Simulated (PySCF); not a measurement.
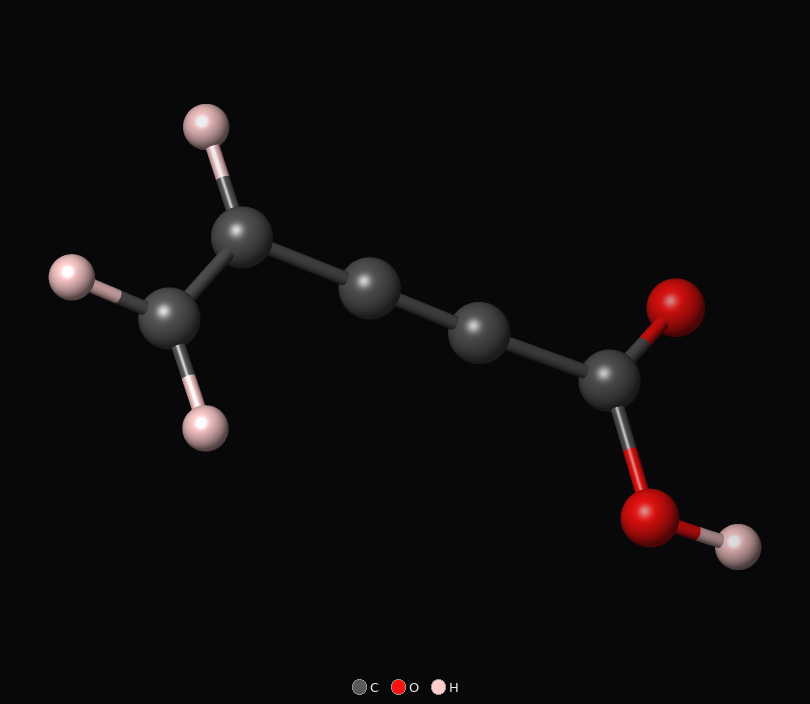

Every bond is drawn as one stick, whatever its order.

The geometry was computed by an optimisation with GFN2-xTB. No frequency run is at hand to confirm it as a minimum.

> What is the molecular formula?

C5H4O2, 11 atoms: 5 carbon, 4 hydrogen and 2 oxygen.

> Does it have rings?

It has no ring.

> How many bonds of each kind are drawn?

4 C–C, 3 C–H, 2 C–O, 1 O–H.

> Which point group does it belong to?

Cs.

The parts below concern this one geometry. Atoms keep their numbers from picture to picture.

### Geometry

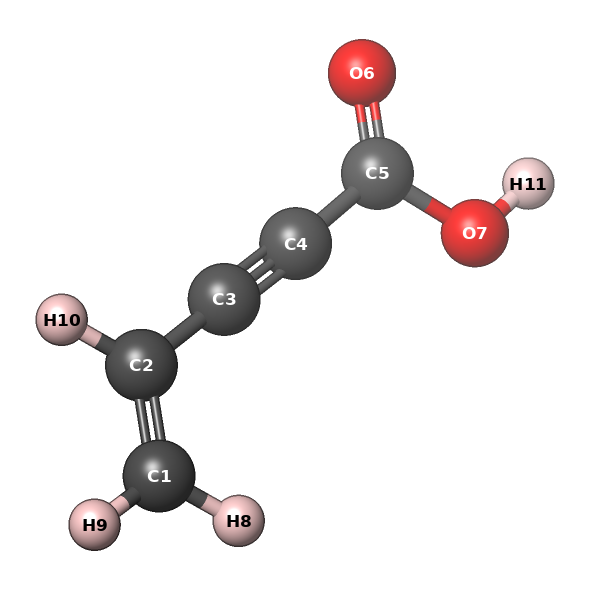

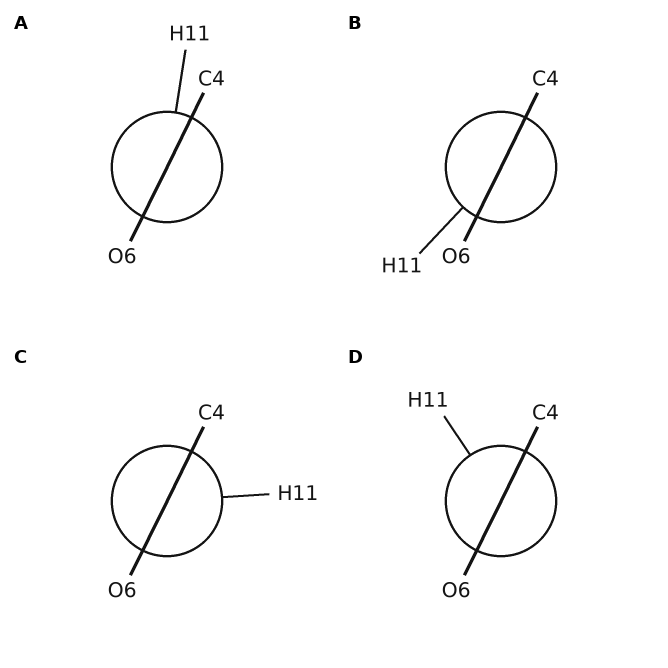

Depth is shown by fading: the farther an atom, the more it takes the colour of the background. Bonds that would overlap in a projection are set slightly apart. No frequency run is at hand to confirm it as a minimum.

> Which Newman projection shows the view along C5–O7, with C5 in front?

B. The torsion angle O6–C5–O7–H11 is 0°, synperiplanar (eclipsed).

### Dipole moment

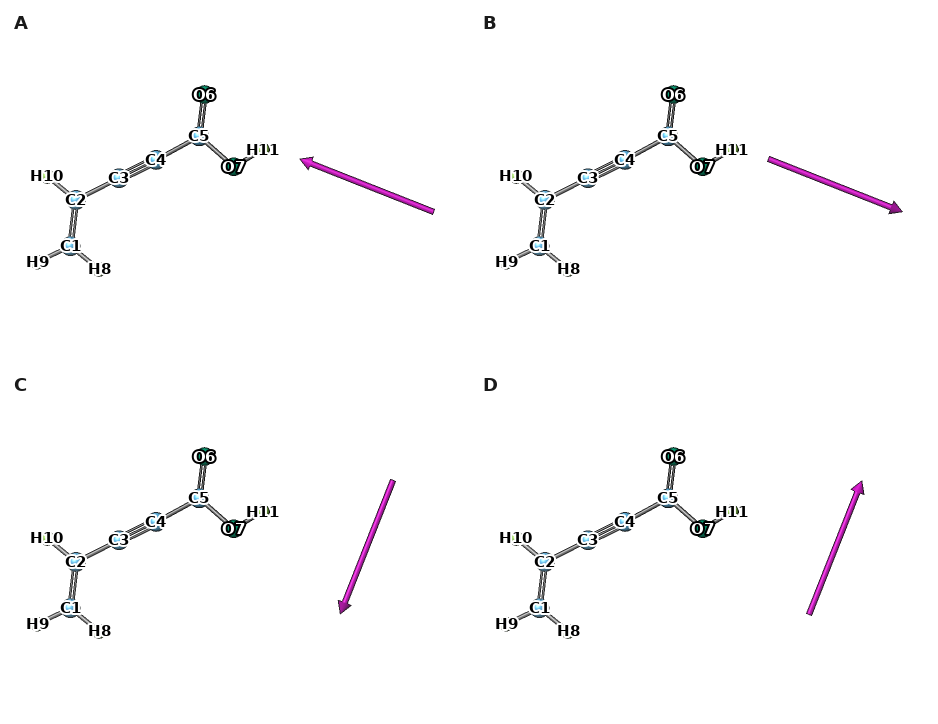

The same molecule four times, each with an arrow. No frequency run is at hand to confirm it as a minimum. Level of theory: PBE0/def2-SVPD, gas phase (PySCF 2.14.0).

> Which arrow points along the dipole moment, from the negative to the positive end?

C. The dipole moment is 2.84 D; it points from the side of O6 to the side of H9 (the outermost atoms at the two ends).

### Bond orders

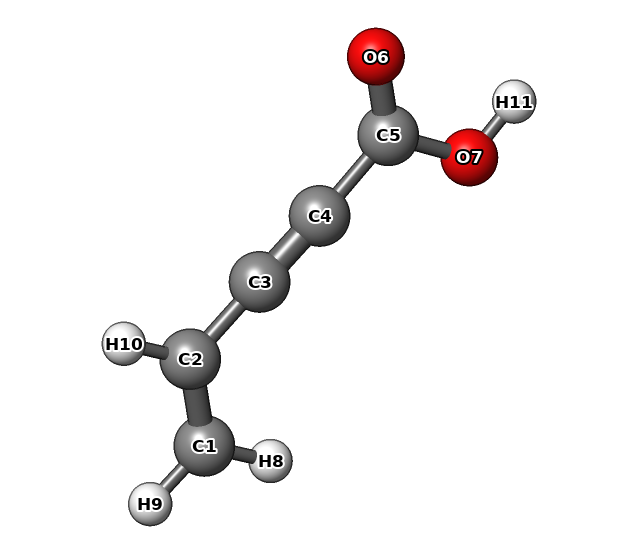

The thickness of each stick grows with its Mayer bond order. No frequency run is at hand to confirm it as a minimum. Level of theory: PBE0/pcSseg-1 (PySCF 2.14.0).

> Which bond has the highest Mayer bond order?

C3–C4, 2.10, at a length of 1.208 Å.

List the Mayer bond orders of C1–C2, C1–H8, C1–H9, C2–C3, C2–H10, C3–C4, C4–C5, C5–O6, C5–O7, O7–H11.

| bond | Mayer order | length (Å) |
| --- | --- | --- |
| C1–C2 | 1.90 | 1.330 |
| C1–H8 | 0.96 | 1.077 |
| C1–H9 | 0.95 | 1.076 |
| C2–C3 | 1.18 | 1.406 |
| C2–H10 | 0.92 | 1.083 |
| C3–C4 | 2.10 | 1.208 |
| C4–C5 | 1.08 | 1.434 |
| C5–O6 | 1.92 | 1.204 |
| C5–O7 | 1.17 | 1.343 |
| O7–H11 | 0.93 | 0.970 |

### Excitation

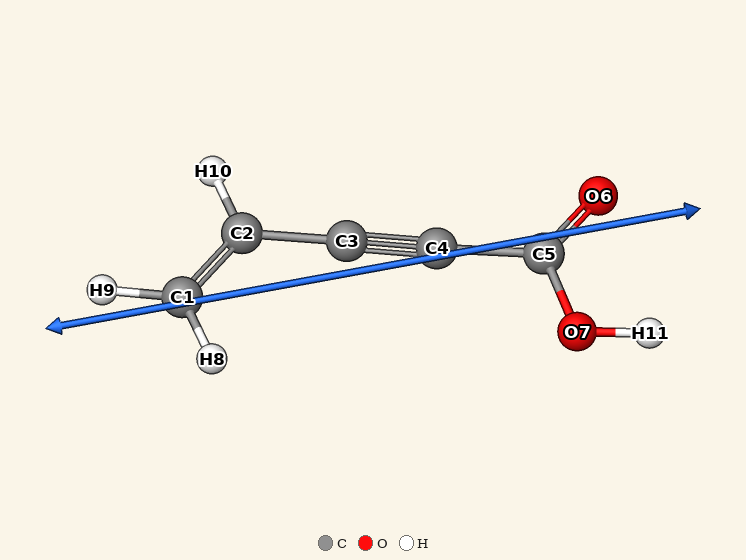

The double arrow shows the direction of the transition dipole to excited singlet state 2 (its length means nothing). No frequency run is at hand to confirm it as a minimum. Properties computed with TDDFT PBE0/def2-SVPD, vertical, gas phase, core orbitals frozen in the response (PySCF 2.14.0).

> How is the transition polarised?

In the molecular plane, close to the long direction C1···O6.

> Give its energy, strength and character.

5.04 eV (246 nm), oscillator strength 0.44, mainly HOMO → LUMO (weight 0.88); transition dipole 4.78 D.
